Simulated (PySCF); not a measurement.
# CH4BGaO2 (SMILES [OH][Ga]1[BH]O[CH2]1): levels of theory compared

We compute a comparison of 6 runs (HF/def2-SVP, B3LYP/6-31G*, PBE0/def2-SVP, TPSSh/def2-TZVP, TPSS/pcseg-2, MP2/6-31G**) of CH4BGaO2. 

The calculation is run with PySCF 2.14.0.

**1. The system as given**

The species is CH4BGaO2 (9 atoms), meant as a singlet with charge 0. As SMILES, `[OH][Ga]1[BH]O[CH2]1`. The coordinates come from a PBE0-D4/def2-TZVP relaxation. This is one conformer, not always the lowest.

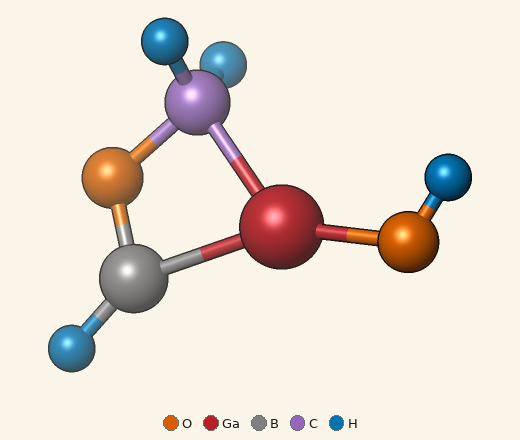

Viewed from a chosen angle; oxygen orange, gallium red, boron grey, carbon purple, hydrogen blue.

**2. Energy and gradient at HF/def2-SVP (run 1)**

input.py

```python
# [OH][Ga]1[BH]O[CH2]1
import pyscf.grad
from pyscf import gto

mol = gto.Mole()
mol.atom = '''
O   -0.140900   2.668400  -0.180000
Ga   0.206000   0.920500  -0.222600
B    1.299500  -0.808200  -0.735000
O    0.383300  -1.546100  -0.084800
C   -0.698300  -0.762500   0.515200
H   -0.939100   2.905000   0.298100
H    2.237800  -1.312200  -1.273600
H   -0.704200  -0.956900   1.589800
H   -1.644100  -1.108100   0.092800
'''
mol.verbose = 4
mol.max_memory = 1860
mol.basis = 'def2-svp'
mol.spin = 0
mol.build()

calc0 = mol.RHF()
calc0.conv_tol = 1e-10
calc0.kernel()
if not calc0.converged:
    calc0 = calc0.newton().run(calc0.mo_coeff, calc0.mo_occ)

energy = calc0.e_tot
print('E(%s) = %.9f' % ('HF', energy))
grad = calc0.Gradients().kernel()
calc0.analyze()
```

Run with:

```sh
$ OMP_NUM_THREADS=1 python input.py
```

The program printed:

```text
PySCF version 2.14.0

[... 84 lines left out ...]
Two-electron Energy =                 1164.270136410624218
[... 11 lines left out ...]
MO #8   energy= -11.2683838162077  occ= 2
[... 9 lines left out ...]
MO #18  energy= -1.19954739312766  occ= 2
[... 9 lines left out ...]
MO #28  energy= -0.492074047271618 occ= 2
[... 9 lines left out ...]
MO #38  energy= 0.251949038099772  occ= 0
[... 9 lines left out ...]
MO #48  energy= 0.520097894161464  occ= 0
[... 9 lines left out ...]
MO #58  energy= 0.891127605001695  occ= 0
[... 9 lines left out ...]
MO #68  energy= 1.37006448271172   occ= 0
[... 9 lines left out ...]
MO #78  energy= 1.9022651500697    occ= 0
[... 9 lines left out ...]
MO #88  energy= 2.40644147139027   occ= 0
[... 9 lines left out ...]
MO #98  energy= 3.09204990025413   occ= 0
[... 9 lines left out ...]
MO #108 energy= 4.13431432923774   occ= 0
[... 81 lines left out ...]
pop of  4 C 2pz           1.05046
pop of  4 C 3px           0.00427
pop of  4 C 3py           0.00437
pop of  4 C 3pz           0.00330
pop of  4 C 3dxy          0.00269
pop of  4 C 3dyz          0.00114
pop of  4 C 3dz^2         0.00256
pop of  4 C 3dxz          0.00242
pop of  4 C 3dx2-y2       0.00167
pop of  5 H 1s            0.66988
pop of  5 H 2s            0.01204
pop of  5 H 2px           0.00211
pop of  5 H 2py           0.00163
pop of  5 H 2pz           0.00185
pop of  6 H 1s            1.01147
pop of  6 H 2s            0.00571
pop of  6 H 2px           0.00171
pop of  6 H 2py           0.00063
pop of  6 H 2pz           0.00057
pop of  7 H 1s            0.90102
pop of  7 H 2s            0.00852
pop of  7 H 2px           0.00016
pop of  7 H 2py           0.00028
pop of  7 H 2pz           0.00184
pop of  8 H 1s            0.90099
pop of  8 H 2s            0.00853
pop of  8 H 2px           0.00146
pop of  8 H 2py           0.00041
pop of  8 H 2pz           0.00041
 ** Mulliken atomic charges  **
charge of    0O =     -0.72212
charge of    1Ga =      0.71329
charge of    2B =      0.14015
charge of    3O =     -0.42082
charge of    4C =     -0.17927
charge of    5H =      0.31250
charge of    6H =     -0.02011
charge of    7H =      0.08818
charge of    8H =      0.08820
Dipole moment(X, Y, Z, Debye): -1.74591,  0.65148,  1.02974
```

It took 46 s on 1 thread of Intel Xeon at 2.50GHz (Skylake/Cascade Lake), shared host; peak memory 0.25 GiB.

**3. Energy and forces at B3LYP/6-31G(d) (spherical functions) (run 2)**

calc.py

```python
# [OH][Ga]1[BH]O[CH2]1
import pyscf.grad
from pyscf import gto, dft

mol = gto.M(
    atom='''
O   -0.140900   2.668400  -0.180000
Ga   0.206000   0.920500  -0.222600
B    1.299500  -0.808200  -0.735000
O    0.383300  -1.546100  -0.084800
C   -0.698300  -0.762500   0.515200
H   -0.939100   2.905000   0.298100
H    2.237800  -1.312200  -1.273600
H   -0.704200  -0.956900   1.589800
H   -1.644100  -1.108100   0.092800
''',
    charge=0,
    max_memory=1860,
    basis='6-31g*',
    verbose=4,
    spin=0,
)

ks = dft.RKS(mol)
ks.xc = 'b3lyp'
ks.grids.level = 5
ks.conv_tol = 1e-10
ks.kernel()
if not ks.converged:
    ks = ks.newton().run(ks.mo_coeff, ks.mo_occ)

e_tot = ks.e_tot
print('E = %.10f Eh' % e_tot)
grad = ks.Gradients().kernel()
dip = ks.dip_moment()
pop, q = ks.mulliken_pop()
```

Run with:

```sh
$ OMP_NUM_THREADS=1 python calc.py
```

The program printed:

```text
PySCF version 2.14.0

[... 81 lines left out ...]
converged SCF energy = -2140.43844019697
[... 13 lines left out ...]
Dipole moment(X, Y, Z, Debye): -1.76056, -0.02980,  1.10835
[... 67 lines left out ...]
pop of  3 O 3px           0.45392
pop of  3 O 3py           0.58136
pop of  3 O 3pz           0.57520
pop of  3 O 3dxy          0.00851
pop of  3 O 3dyz          0.00534
pop of  3 O 3dz^2         0.00356
pop of  3 O 3dxz          0.00266
pop of  3 O 3dx2-y2       0.00488
pop of  4 C 1s            1.99665
pop of  4 C 2s            0.69039
pop of  4 C 3s            0.57446
pop of  4 C 2px           0.61965
pop of  4 C 2py           0.66252
pop of  4 C 2pz           0.70422
pop of  4 C 3px           0.21073
pop of  4 C 3py           0.36735
pop of  4 C 3pz           0.29403
pop of  4 C 3dxy          0.01221
pop of  4 C 3dyz          0.00536
pop of  4 C 3dz^2         0.01281
pop of  4 C 3dxz          0.00941
pop of  4 C 3dx2-y2       0.00850
pop of  5 H 1s            0.47662
pop of  5 H 2s            0.10536
pop of  6 H 1s            0.52140
pop of  6 H 2s            0.49809
pop of  7 H 1s            0.53032
pop of  7 H 2s            0.31262
pop of  8 H 1s            0.53035
pop of  8 H 2s            0.31256
 ** Mulliken atomic charges  **
charge of    0O =     -0.69642
charge of    1Ga =      0.10574
charge of    2B =      0.40630
charge of    3O =     -0.36002
charge of    4C =     -0.16829
charge of    5H =      0.41802
charge of    6H =     -0.01949
charge of    7H =      0.15706
charge of    8H =      0.15709
```

It took 2.1 min on 1 thread of Intel Xeon at 2.50GHz (Skylake/Cascade Lake), shared host; peak memory 0.94 GiB.

Runs 3 to 4 aren't shown in full; the table further down has their settings and results.

**4. Energy and gradient at TPSS/pcseg-2 (run 5)**

input.py

```python
# [OH][Ga]1[BH]O[CH2]1
from pyscf import gto, dft

mol = gto.Mole()
mol.atom = '''
O   -0.140900   2.668400  -0.180000
Ga   0.206000   0.920500  -0.222600
B    1.299500  -0.808200  -0.735000
O    0.383300  -1.546100  -0.084800
C   -0.698300  -0.762500   0.515200
H   -0.939100   2.905000   0.298100
H    2.237800  -1.312200  -1.273600
H   -0.704200  -0.956900   1.589800
H   -1.644100  -1.108100   0.092800
'''
mol.max_memory = 1860
mol.verbose = 4
mol.basis = 'pcseg-2'
mol.build()

mf = dft.RKS(mol, xc='tpss')
mf.grids.level = 5
mf.conv_tol = 1e-10
mf.kernel()
if not mf.converged:
    mf = mf.newton().run(mf.mo_coeff, mf.mo_occ)

etot = mf.e_tot
print('Final energy', etot)
grad = mf.nuc_grad_method().kernel()
dip = mf.dip_moment()
pop, q = mf.mulliken_pop()
```

Run with:

```sh
$ OMP_NUM_THREADS=1 python input.py
```

The program printed:

```text
PySCF version 2.14.0

[... 86 lines left out ...]
converged SCF energy = -2140.83264786711
Final energy -2140.8326478671124
[... 12 lines left out ...]
Dipole moment(X, Y, Z, Debye): -1.54365,  0.12813,  0.95600
[... 190 lines left out ...]
pop of  6 H 3dxz          0.00024
pop of  6 H 3dx2-y2       0.00016
pop of  7 H 1s            0.44486
pop of  7 H 2s            0.42428
pop of  7 H 3s            0.03452
pop of  7 H 2px           0.00063
pop of  7 H 2py           0.00099
pop of  7 H 2pz           0.00446
pop of  7 H 3px           0.00664
pop of  7 H 3py           0.01095
pop of  7 H 3pz           0.01708
pop of  7 H 3dxy          0.00001
pop of  7 H 3dyz          0.00054
pop of  7 H 3dz^2         0.00095
pop of  7 H 3dxz          0.00050
pop of  7 H 3dx2-y2       0.00004
pop of  8 H 1s            0.44490
pop of  8 H 2s            0.42424
pop of  8 H 3s            0.03450
pop of  8 H 2px           0.00361
pop of  8 H 2py           0.00122
pop of  8 H 2pz           0.00125
pop of  8 H 3px           0.01383
pop of  8 H 3py           0.01157
pop of  8 H 3pz           0.00927
pop of  8 H 3dxy          0.00052
pop of  8 H 3dyz          0.00010
pop of  8 H 3dz^2         0.00033
pop of  8 H 3dxz          0.00055
pop of  8 H 3dx2-y2       0.00053
 ** Mulliken atomic charges  **
charge of    0O =     -0.55920
charge of    1Ga =      0.35619
charge of    2B =      0.29713
charge of    3O =     -0.35957
charge of    4C =      0.00561
charge of    5H =      0.18643
charge of    6H =     -0.03373
charge of    7H =      0.05357
charge of    8H =      0.05358
```

It took 32 min on 1 thread of Intel Xeon at 2.50GHz (Skylake/Cascade Lake), shared host; peak memory 1.8 GiB.

**5. Energy and forces at MP2/6-31G(d,p) (spherical functions) (run 6)**

mol.xyz

```xyz
9
CH4BGaO2
O     -0.140900     2.668400    -0.180000
Ga     0.206000     0.920500    -0.222600
B      1.299500    -0.808200    -0.735000
O      0.383300    -1.546100    -0.084800
C     -0.698300    -0.762500     0.515200
H     -0.939100     2.905000     0.298100
H      2.237800    -1.312200    -1.273600
H     -0.704200    -0.956900     1.589800
H     -1.644100    -1.108100     0.092800
```

job.py

```python
import pyscf.grad
from pyscf import gto, scf, mp

system = gto.M(
    atom='mol.xyz',
    verbose=4,
    basis='6-31g**',
    max_memory=1860,
)

hf = scf.RHF(system)
hf.conv_tol = 1e-10
hf.kernel()
if not hf.converged:
    hf = hf.newton().run(hf.mo_coeff, hf.mo_occ)

pt = mp.MP2(hf, frozen=13).run()
e_final = pt.e_tot
print(f'total energy: {e_final:.8f} hartree')
grad = pt.Gradients().kernel()
hf.analyze()
```

Run with:

```sh
$ OMP_NUM_THREADS=1 python job.py
```

The program printed:

```text
PySCF version 2.14.0

[... 89 lines left out ...]
Two-electron Energy =                 1163.689741665913971
[... 11 lines left out ...]
MO #8   energy= -11.2651099007495  occ= 2
[... 9 lines left out ...]
MO #18  energy= -1.19936864971996  occ= 2
[... 9 lines left out ...]
MO #28  energy= -0.488419645344415 occ= 2
[... 9 lines left out ...]
MO #38  energy= 0.233114987611811  occ= 0
[... 9 lines left out ...]
MO #48  energy= 0.64611351528173   occ= 0
[... 9 lines left out ...]
MO #58  energy= 1.01901774150137   occ= 0
[... 9 lines left out ...]
MO #68  energy= 1.47145732436329   occ= 0
[... 9 lines left out ...]
MO #78  energy= 2.06736551370893   occ= 0
[... 9 lines left out ...]
MO #88  energy= 2.6182087282947    occ= 0
[... 9 lines left out ...]
MO #98  energy= 3.19269772096165   occ= 0
[... 9 lines left out ...]
MO #108 energy= 3.86909765513048   occ= 0
[... 81 lines left out ...]
pop of  4 C 2pz           1.05649
pop of  4 C 3px           0.00426
pop of  4 C 3py           0.00357
pop of  4 C 3pz           0.00312
pop of  4 C 3dxy          0.00285
pop of  4 C 3dyz          0.00124
pop of  4 C 3dz^2         0.00288
pop of  4 C 3dxz          0.00250
pop of  4 C 3dx2-y2       0.00179
pop of  5 H 1s            0.65875
pop of  5 H 2s            0.01185
pop of  5 H 2px           0.00161
pop of  5 H 2py           0.00098
pop of  5 H 2pz           0.00133
pop of  6 H 1s            0.99725
pop of  6 H 2s            0.00397
pop of  6 H 2px           0.00109
pop of  6 H 2py           0.00038
pop of  6 H 2pz           0.00037
pop of  7 H 1s            0.89294
pop of  7 H 2s            0.00691
pop of  7 H 2px           0.00006
pop of  7 H 2py           0.00014
pop of  7 H 2pz           0.00122
pop of  8 H 1s            0.89291
pop of  8 H 2s            0.00691
pop of  8 H 2px           0.00097
pop of  8 H 2py           0.00023
pop of  8 H 2pz           0.00022
 ** Mulliken atomic charges  **
charge of    0O =     -0.73628
charge of    1Ga =      0.69104
charge of    2B =      0.13296
charge of    3O =     -0.41210
charge of    4C =     -0.19552
charge of    5H =      0.32548
charge of    6H =     -0.00306
charge of    7H =      0.09873
charge of    8H =      0.09875
Dipole moment(X, Y, Z, Debye): -1.71327,  0.41943,  1.03266
```

Wall time 2.2 min (1 thread of Intel Xeon at 2.50GHz (Skylake/Cascade Lake), shared host); peak memory 1.4 GiB.

**6. The series**

```tsv
run	level	integration grid	frozen core orbitals	energy (Eh)	dipole moment (D) of the reference	HOMO energy (eV)	LUMO energy (eV)	wall time
1	HF/def2-SVP	–	–	-2137.442859	2.13	-9.50	1.33	46 s
2	B3LYP/6-31G* (spherical functions)	5	–	-2140.438440	2.08	-6.54	-1.80	2.1 min
3	PBE0/def2-SVP	5	–	-2139.768554	2.11	-6.82	-1.68	2.5 min
4	TPSSh/def2-TZVP	5	–	-2140.755152	1.84	-6.27	-2.16	9.4 min
5	TPSS/pcseg-2	5	–	-2140.832648	1.82	-5.86	-2.54	32 min
6	MP2/6-31G** (spherical functions)	–	13	-2138.402016	2.04	-9.43	1.27	2.2 min
```

**7. Results**

| quantity | value |
| --- | --- |
| run 6: total energy | -2138.40202 Eh |
| run 6: dipole moment (Hartree–Fock density) | 2.04 D |
| run 6: HOMO energy (Hartree–Fock orbitals) | -9.43 eV |
| run 6: LUMO energy (Hartree–Fock orbitals) | 1.27 eV |
| run 6: HOMO–LUMO gap (Hartree–Fock orbitals) | 10.69 eV |
| run 6: correlation energy (13 core orbitals frozen) | -824.9 mEh |
| run 6: largest force on an atom | 0.779 eV/Å |

What this shows: Over runs 1, 2, 3, 4, 5 the dipole moment (its size) runs from 1.82 D (TPSS/pcseg-2) to 2.13 D (HF/def2-SVP). The two ends differ in method and basis. Over runs 1, 2, 3, 4, 5 the HOMO–LUMO gap runs from 3.32 eV (TPSS/pcseg-2) to 10.82 eV (HF/def2-SVP). Totals of different functionals can't be ranked against each other. All runs together took 49 min, the longest 32 min.
